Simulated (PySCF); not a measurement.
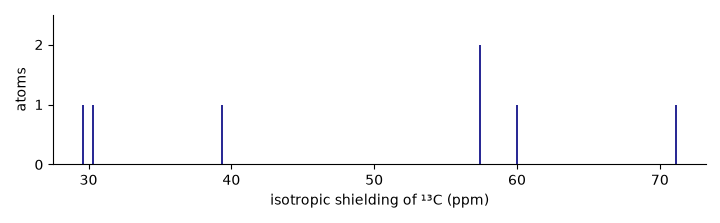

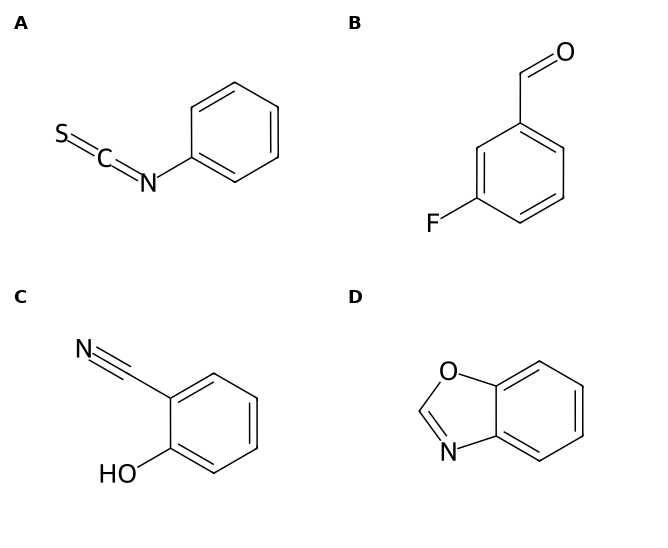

The sticks are computed shieldings of one of the molecules, for one fixed geometry (GFN2-xTB) without averaging over rotations. Low shielding means a high chemical shift. Method: GIAO PBE0/pcSseg-1 NMR shielding, non-relativistic, gas phase (PySCF 2.14.0).

Which molecule gives this pattern?

Answer. D, `c1ccc2ocnc2c1`. Its 7 C atoms give lines at 29.6, 30.3, 39.4, 57.4 (2 atoms), 60.0, 71.1 ppm.
